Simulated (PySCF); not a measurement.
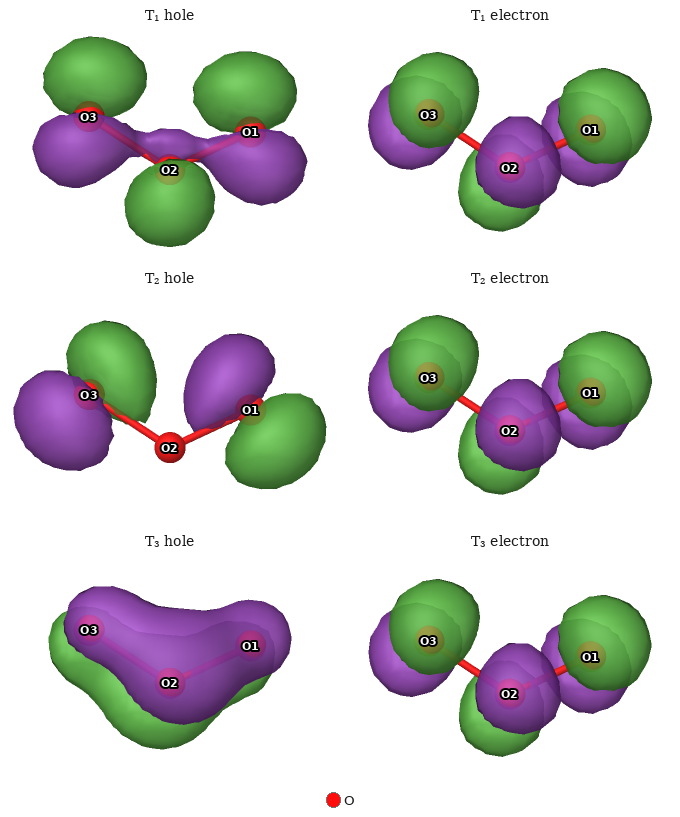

Figure 1: O3, SMILES `[O-][O+]=O`. Leading natural transition orbitals (full linear response triplet states).

PySCF calculation, CAM-B3LYP/def2-SVP, gas phase; geometry: GFN2-xTB. No frequency check shows the geometry to be a minimum. Without diffuse functions Rydberg states are missing, so the states' numbers hold for this basis only.

Q: Describe these excited states.

A: By state:
- T₁: 0.97 eV (1281 nm), spin-forbidden from the singlet ground state; the leading pair carries 100 %; hole on O1 and O3 (37 % each) and O2 (25 %), electron on O2 (34 %) and O1 and O3 (33 % each); their centroids lie 0.0 Å apart.
- T₂: 1.75 eV (708 nm), spin-forbidden from the singlet ground state; the leading pair carries 100 %; hole on O1 and O3 (47 % each) and O2 (6 %), electron on O1, O2 and O3 (33 % each); their centroids lie 0.2 Å apart.
- T₃: 7.93 eV (156 nm), spin-forbidden from the singlet ground state; the leading pair carries 100 %; hole on O2 (61 %) and O1 and O3 (20 % each), electron on O2 (35 %) and O1 and O3 (32 % each); their centroids lie 0.2 Å apart.
